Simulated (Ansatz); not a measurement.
MoTe2: Mo → P

Base system: MoTe2 in the 2H-MoS2 type structure (space group P6_3/mmc, No. 194; a = 3.434 Å, c = 13.331 Å; layered, stacked along the Cartesian z axis).

One thing is altered: P takes the place of Mo on all its sites, then cell and atoms are relaxed.

All numbers come from PBEsol-D3(BJ) in Ansatz (plane waves to 420 eV, PAW, spin-orbit coupling left out), earlier PAW set. Settings: 16×16×4 k-points, 0.05 eV Fermi–Dirac smearing, for the changed cell.

```
quantity                                     base             changed     shift
-----------------------------  ------------------  ------------------  --------
volume per atom                          22.69 Å³            23.24 Å³  +0.55 Å³
lattice parameter a                      343.4 pm            344.3 pm   +0.9 pm
c/a ratio                                   3.882               3.944    +0.062
space group                    P6_3/mmc (No. 194)  P6_3/mmc (No. 194)         –
shortest interatomic distance            268.8 pm            274.1 pm  +5.22 pm
band gap                                  0.33 eV                zero         –
```

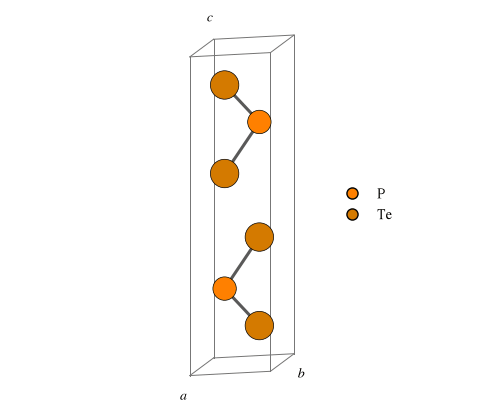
Figure. The relaxed conventional cell after the change

With Te present, leaving out spin-orbit coupling can change the band edges. No phonon test of stability was made. As relaxed here, Te2P is a hypothetical phase, not in the database extracts checked. The final runs are not spin-polarised. The program warned that a D3 coordination switch lies within reach, so dispersion energies are less smooth here.

Ansatz is a first-principles code.
